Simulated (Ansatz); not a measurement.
# CH₄ClNOSi: up Jacob's ladder to CCSD(T)

How much do the methods differ for CH₄ClNOSi? The plan is to run it at one geometry with functionals of several rungs and with coupled cluster, and see how far each lands from CCSD(T) at the basis-set limit for the atomisation energy.

Computed with Ansatz 0.2.0, Gaussian basis. Level: functionals in def2-TZVPP, the program's frozen cores in correlated methods.

Levels to be run: PBE-D4, r2SCAN-D4, PBE0-D4, B3LYP-D4, ωB97X-V, ωB97M-V, B2PLYP; CCSD(T)/def2-TZVPP; MP2/def2-QZVPP; extrapolation to the limit.

**1. The relaxed structure**

The geometry comes from an earlier relaxation with PBE0-D4 in a triple-zeta def2 set; it is a stationary point, not always the lowest conformer.

SMILES `N[Si]1(Cl)CO1`, 9 atoms, charge 0, spin multiplicity 1.

Atoms are counted from 1 here; the program's logs count them from 0.

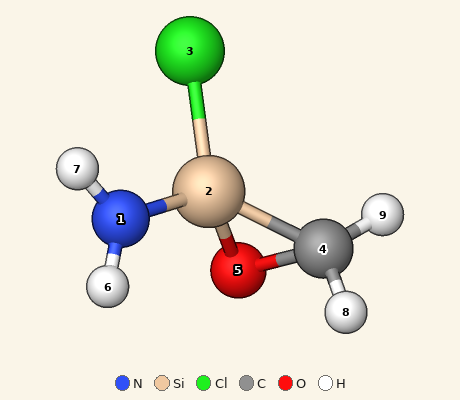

The geometry (nitrogen blue, silicon light orange, chlorine green, carbon grey, oxygen red, hydrogen white); atoms are numbered from 1 in the order of the file.

**2. PBE-D4 (GGA)**

Input file in.yaml:

```yaml
crystal:
  periodic: [false, false, false]
  atoms:
    - {symbol: N, position_ang: [0.700899, 0.862263, -1.246509]}
    - {symbol: Si, position_ang: [0.071630, -0.354106, -0.276340]}
    - {symbol: Cl, position_ang: [0.767292, -2.119149, -1.009303]}
    - {symbol: C, position_ang: [-0.533428, -0.253712, 1.406552]}
    - {symbol: O, position_ang: [-1.479068, -0.248535, 0.219665]}
    - {symbol: H, position_ang: [0.402136, 1.819952, -1.183126]}
    - {symbol: H, position_ang: [1.421556, 0.699436, -1.926605]}
    - {symbol: H, position_ang: [-0.588109, 0.678847, 1.964765]}
    - {symbol: H, position_ang: [-0.674509, -1.131195, 2.034000]}
basis:
  gaussian: {orbitals: def2-TZVPP}
hamiltonian: {xc: pbe, dispersion: d4}
output: {forces: true, orbitals: {seedname: orbitals}}
```

On the command line:

```sh
ansatz run in.yaml --threads 4 --pin off --events-out ev --progress --plain --max-ram 10444MiB
```

After this run come: r2SCAN-D4 (meta-GGA); PBE0-D4 (hybrid); B3LYP-D4 (hybrid); ωB97X-V (range-separated); ωB97M-V (range-separated); B2PLYP (double hybrid); CCSD(T) in def2-TZVPP; MP2 in def2-QZVPP.

Q: Predict the results of all the runs planned. Wanted: atomisation energy, CCSD(T)/CBS; farthest; mean size of error, hybrid; mean size of error, range-separated; gap, smallest and largest; T1 diagnostic; triples share of the correlation energy.

As calculated:

```
                               quantity                                 value
        atomisation energy, CCSD(T)/CBS                             34.961 eV
    functionals within 0.175 eV (0.5 %)           r2SCAN-D4, PBE0-D4, ωB97X-V
                               farthest                    PBE-D4 (+0.823 eV)
             mean size of error, hybrid                              0.118 eV
    mean size of error, range-separated                              0.161 eV
              gap, smallest and largest  5.41 eV (PBE-D4), 12.13 eV (ωB97X-V)
                          T1 diagnostic                                0.0115
triples share of the correlation energy                                 4.0 %
```

**Reading.** PBE-D4 is off by +0.823 eV. Double hybrids carry the basis error of their MP2 part in triple zeta, and no dispersion term here, so their miss is partly the set-up's. Misses under about 0.175 eV are within the doubt on the reference itself, which lacks core-valence correlation, relativity and higher excitations. Hartree-Fock recovers 68 % of the binding; the rest is correlation. The gap grows from 5.4 to 12.1 eV across the functionals, mostly with the share of exact exchange.
